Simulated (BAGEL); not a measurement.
**Cl2 (chlorine), step by step**

We compute the energy (HF/def2-TZVP), then the energy (NEVPT2(2,2)/def2-TZVP), then the energy (CASPT2(2,2)/def2-TZVP) of Cl2 (chlorine). 

Program for the calculation: BAGEL 1.2.2.

## 1. The molecule

The species is Cl2 (2 atoms), meant as a singlet with charge 0. SMILES: `ClCl`. The Cl1–Cl2 distance was set to 4.560 Å, away from the relaxed value.

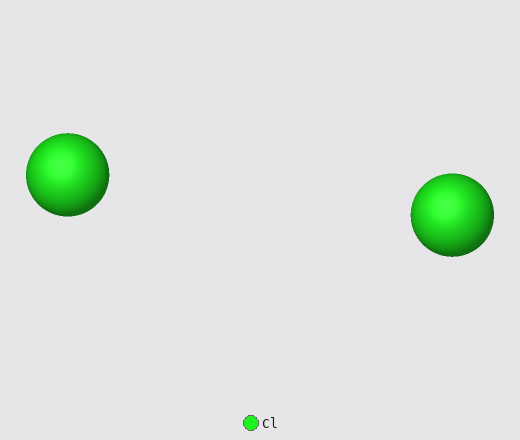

Viewed from a chosen angle; chlorine green.

## 2. The energy at HF/def2-TZVP (density fitting with svp-jkfit) (run 1)

Contents of input.json:

```json
{ "bagel" : [

{
  "title" : "molecule",
  "basis" : "def2-tzvp.json",
  "df_basis" : "svp-jkfit",
  "angstrom" : true,
  "geometry" : [
    { "atom" : "Cl", "xyz" : [    3.044509,   -1.013768,    1.560973 ] },
    { "atom" : "Cl", "xyz" : [   -0.845690,    0.281600,   -0.433600 ] }
  ]
},
{ "title" : "hf" },
{ "title" : "print", "file" : "orbitals.molden", "orbitals" : true }

]}
```

The basis set def2-TZVP is read from a file made from the Basis Set Exchange's data (not shown).

On the command line:

```console
BAGEL_NUM_THREADS=1 BAGEL input.json > input.out
```

Standard output:

```text
* using 1 threads per process

  ===============================================================
  ===============================================================

  *** Geometry ***

  { "atom" : "Cl", "xyz" : [      5.753288,     -1.915744,      2.949811 ] },
  { "atom" : "Cl", "xyz" : [     -1.598122,      0.532147,     -0.819385 ] },

  Number of auxiliary basis functions:      256

  Since a DF basis is specified, we compute 2- and 3-index integrals:
    o Being stored without compression. Storage requirement is 0.011 GB

  Number of basis functions:       74
  Number of electrons      :       34

    * METHOD: MOLECULE                             0.04

  *** RHF ***

  === Nuclear Repulsion ===
    33.5407117520

      * DIIS with orbital gradients will be used.

  === RHF iteration (def2-tzvp.json) ===
      0       -918.73579338          0.00510790           0.01
      1       -918.74796061          0.00138712           0.01
      2       -918.74889844          0.00031139           0.01
      3       -918.74900828          0.00003904           0.01
      4       -918.74901030          0.00000582           0.01
      5       -918.74901031          0.00000106           0.01
      6       -918.74901031          0.00000027           0.01
      7       -918.74901031          0.00000004           0.01
      8       -918.74901031          0.00000002           0.01
      9       -918.74901031          0.00000003           0.01
     10       -918.74901031          0.00000000           0.01
    * SCF iteration converged.

    * Permanent dipole moment:
           (    0.000000,    -0.000000,     0.000000) a.u.

    * METHOD: HF                                   0.12

    * METHOD: PRINT                                0.01

  ===============================================================
```

It took 0.34 s on 1 thread of AMD EPYC 9R45 (Zen 5), shared host.

## 3. The energy at NEVPT2(2,2)/def2-TZVP (density fitting with svp-jkfit) (run 2)

Contents of nevpt2.json:

```json
{ "bagel": [

{
  "title": "molecule",
  "basis": "def2-tzvp.json",
  "df_basis": "svp-jkfit",
  "angstrom": true,
  "geometry": [
    { "atom": "Cl", "xyz": [       3.044509,      -1.013768,       1.560973 ] },
    { "atom": "Cl", "xyz": [      -0.845690,       0.281600,      -0.433600 ] }
  ]
},

{ "title": "hf" },

{ "title": "nevpt2", "nstate": 1, "nact": 2, "nclosed": 16, "active": [17, 18], "maxiter": 200, "natocc": true, "ncore": 10 },

{ "title": "print", "file": "orbitals.molden", "orbitals": true }

]}
```

The basis set def2-TZVP is read from a file made from the Basis Set Exchange's data (not shown).

On the command line:

```console
BAGEL_NUM_THREADS=1 BAGEL nevpt2.json > nevpt2.out
```

Standard output:

```text
* using 1 threads per process

  ===============================================================
  ===============================================================

  *** Geometry ***

  { "atom" : "Cl", "xyz" : [      5.753288,     -1.915744,      2.949811 ] },
  { "atom" : "Cl", "xyz" : [     -1.598122,      0.532147,     -0.819385 ] },

  Number of auxiliary basis functions:      256

  Since a DF basis is specified, we compute 2- and 3-index integrals:
    o Being stored without compression. Storage requirement is 0.011 GB

  Number of basis functions:       74
  Number of electrons      :       34

    * METHOD: MOLECULE                             0.03

  *** RHF ***

  === Nuclear Repulsion ===
    33.5407117520

      * DIIS with orbital gradients will be used.

  === RHF iteration (def2-tzvp.json) ===
      0       -918.73579338          0.00510790           0.01
      1       -918.74796061          0.00138712           0.01
      2       -918.74889844          0.00031139           0.01
      3       -918.74900828          0.00003904           0.01
      4       -918.74901030          0.00000582           0.01
      5       -918.74901031          0.00000106           0.01
      6       -918.74901031          0.00000027           0.01
      7       -918.74901031          0.00000004           0.01
      8       -918.74901031          0.00000002           0.01
      9       -918.74901031          0.00000003           0.01
     10       -918.74901031          0.00000000           0.01
    * SCF iteration converged.

    * Permanent dipole moment:
           (    0.000000,    -0.000000,     0.000000) a.u.

    * METHOD: HF                                   0.12

    * freezing 10 orbitals
  ---------------------------
      CASSCF calculation
  ---------------------------

    ==== Active orbitals : =====
         Orbital 17
         Orbital 18
    ============================

    * nstate   :      1
    * nclosed  :     16
    * nact     :      2
    * nvirt    :     56
  === CASSCF iteration (def2-tzvp.json) ===

    * Using the second-order algorithm

      0  0      -918.93135121     5.57e-03      0.00

      1  0      -918.94196304     1.30e-04      0.05

      2  0      -918.94196561     5.45e-06      0.05

      3  0      -918.94196561     3.45e-07      0.04

      4  0      -918.94196561     2.19e-08      0.04

      5  0      -918.94196562     1.40e-09      0.03

    * Second-order optimization converged. *

     guess   0:   closed 1.                   open ..

  === FCI iteration ===

      0  0      -918.73740345     1.06e-01      0.00
      1  0 *    -918.94196562     1.47e-12      0.00

     * ci vector, state   0, <S^2> = 0.0000
       2.    -0.7195239162
       .2     0.6944676623

  === DF-NEVPT2 calculation ===

    * 3-index integral transformation done
    * assembly done

      NEVPT2 correlation energy:   -0.3256949973      0.04

          (+0)     -0.2066849313
          (+0)'    -0.0214009779
          (+1)     -0.0245045667
          (+1)'    -0.0000000000
          (+2)     -0.0000084868
          (-1)     -0.0730806606
          (-1)'     0.0000000000
          (-2)     -0.0000153741

      NEVPT2 total energy:       -919.2676606124

    * METHOD: NEVPT2                               0.29

    * METHOD: PRINT                                0.01

  ===============================================================
```

Wall time 0.62 s (1 thread of AMD EPYC 9R45 (Zen 5), shared host).

## 4. A single-point energy at CASPT2(2,2)/def2-TZVP (density fitting with svp-jkfit) (run 3)

Contents of caspt2.json:

```json
{ "bagel" : [

{
  "title" : "molecule",
  "basis" : "def2-tzvp.json",
  "df_basis" : "svp-jkfit",
  "angstrom" : true,
  "geometry" : [
    { "atom" : "Cl", "xyz" : [    3.044509,   -1.013768,    1.560973 ] },
    { "atom" : "Cl", "xyz" : [   -0.845690,    0.281600,   -0.433600 ] }
  ]
},
{
  "title" : "hf"
},
{
  "title" : "casscf",
  "nstate" : 1,
  "nact" : 2,
  "nclosed" : 16,
  "active" : [17, 18],
  "maxiter" : 200,
  "natocc" : true
},
{
  "title" : "print",
  "file" : "orbitals.molden",
  "orbitals" : true
},
{
  "title" : "smith",
  "method" : "caspt2",
  "ms" : true,
  "xms" : true,
  "sssr" : true,
  "shift" : 0.2,
  "shift_imag" : true,
  "ncore" : 10
}

]}
```

The basis set def2-TZVP is read from a file made from the Basis Set Exchange's data (not shown).

On the command line:

```console
BAGEL_NUM_THREADS=1 BAGEL caspt2.json > caspt2.out
```

Standard output:

```text
* using 1 threads per process

  ===============================================================
  ===============================================================

  *** Geometry ***

  { "atom" : "Cl", "xyz" : [      5.753288,     -1.915744,      2.949811 ] },
  { "atom" : "Cl", "xyz" : [     -1.598122,      0.532147,     -0.819385 ] },

  Number of auxiliary basis functions:      256

  Since a DF basis is specified, we compute 2- and 3-index integrals:
    o Being stored without compression. Storage requirement is 0.011 GB

  Number of basis functions:       74
  Number of electrons      :       34

    * METHOD: MOLECULE                             0.03

  *** RHF ***

  === Nuclear Repulsion ===
    33.5407117520

      * DIIS with orbital gradients will be used.

[... 6 lines left out ...]
    * SCF iteration converged.
[... 1 line left out ...]
    * Permanent dipole moment:
[... 27 lines left out ...]
    * Second-order optimization converged. *
[... 8 lines left out ...]
     * ci vector, state   0, <S^2> = 0.0000
[... 11 lines left out ...]
    * Approximate memory requirement for SMITH calulation per MPI process:
      o Storage requirement for T-amplitude, lambda, and residual is 0.01 GB
      o Storage requirement for MO integrals is 0.00 GB
    * Calculating and saving rdm4f

    * Zeroth order energy : state  0       -0.5972990107

    * CASPT2 iteration is performed using orthogonal basis

      -------------------------------------------  CASPT2 iteration  ---------------------------------------------------
       #      aibj      arbs      arbi      airj      risj      airs      arst      rist         Etot      error   time
      ------------------------------------------------------------------------------------------------------------------

       0  -0.20546  -0.00002  -0.08022  -0.02738  -0.00001  -0.02097  -0.00000   0.00000   -0.3340700  0.0004934   0.02
       1  -0.20547  -0.00002  -0.08023  -0.02739  -0.00001  -0.02100  -0.00000   0.00000   -0.3341266  0.0000168   0.01
       2  -0.20547  -0.00002  -0.08023  -0.02739  -0.00001  -0.02100  -0.00000  -0.00000   -0.3341266  0.0000005   0.01

      ------------------------------------------------------------------------------------------------------------------

    * CASPT2 energy : state  0     -919.2782658803
        w/o shift correction       -919.2760922591
        reference weight              0.8882661280

    * METHOD: SMITH                                0.08

  ===============================================================
```

Run time: 0.68 s. Hardware: 1 thread of AMD EPYC 9R45 (Zen 5), shared host.

## 5. Summary of results

| quantity | value |
| --- | --- |
| run 1, HF/def2-TZVP: total energy | -918.74901 Eh |
| run 1, HF/def2-TZVP: dipole moment | 0.00 D |
| run 1, HF/def2-TZVP: HOMO energy | -10.15 eV |
| run 1, HF/def2-TZVP: LUMO energy | -6.55 eV |
| run 1, HF/def2-TZVP: HOMO–LUMO gap | 3.60 eV |
| run 2, NEVPT2(2,2)/def2-TZVP: total energy | -919.26766 Eh |
| run 3, CASPT2(2,2)/def2-TZVP: total energy | -919.27827 Eh |

**Reading.** One bond (run 1, HF/def2-TZVP) is far stretched, which a spin-restricted single reference describes badly; a broken-symmetry solution may lie lower.
